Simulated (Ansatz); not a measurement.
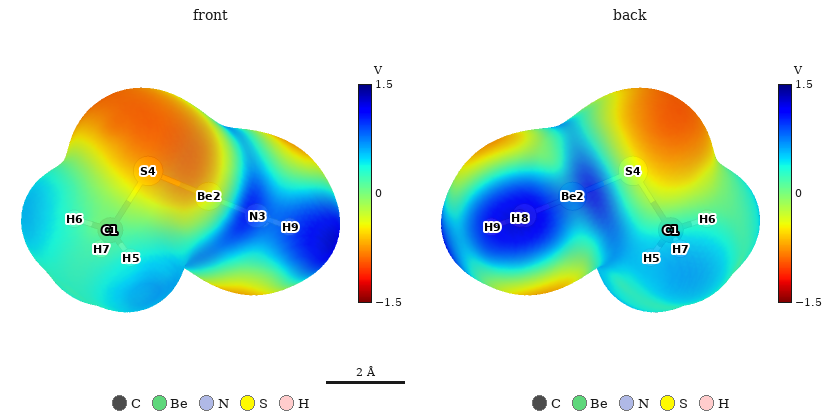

*CH5BeNS (SMILES C[S][Be][NH2]). The electrostatic potential painted on the density surface at 0.001 e/bohr³, seen from the front and from behind; red is negative and blue positive.*

Geometry: PBE0-D3(BJ)/pcseg-1.

Computed with isolated molecule in a Gaussian basis; Kohn-Sham density functional theory, functional PBE0 (Ansatz 0.2.0).

Input file:

```
basis:
  gaussian: {orbitals: def2-TZVPD}
crystal:
  periodic: [false, false, false]
  atoms:
    - {symbol: C, position_ang: [-2.253474, -0.559270, 0.868833]}
    - {symbol: Be, position_ang: [0.016938, -2.285611, 0.292077]}
    - {symbol: N, position_ang: [0.598839, -3.638776, 0.596785]}
    - {symbol: S, position_ang: [-0.703308, -0.568411, -0.107631]}
    - {symbol: H, position_ang: [-2.054858, -0.642496, 1.941272]}
    - {symbol: H, position_ang: [-2.741444, 0.401388, 0.680931]}
    - {symbol: H, position_ang: [-2.932212, -1.358637, 0.557706]}
    - {symbol: H, position_ang: [0.428020, -4.484944, 0.065627]}
    - {symbol: H, position_ang: [1.244959, -3.844419, 1.350181]}
magnetization: {spin_polarized: false}
hamiltonian: {xc: pbe0}
output: {forces: true, orbitals: {seedname: orbitals}}
```

Launched as:

```sh
ansatz run input.yaml --threads 2 --pin off --max-ram 4350MiB --events-out events.jsonl --progress --plain --runs-dir runs
```

**Which sites attract a positive test charge, and which a negative one?**

A positive charge is drawn to the negative regions and a negative charge to the positive ones. The most negative region (about −0.9 V) lies over S4, the most positive (about +1.2 V) over H8 and H9.
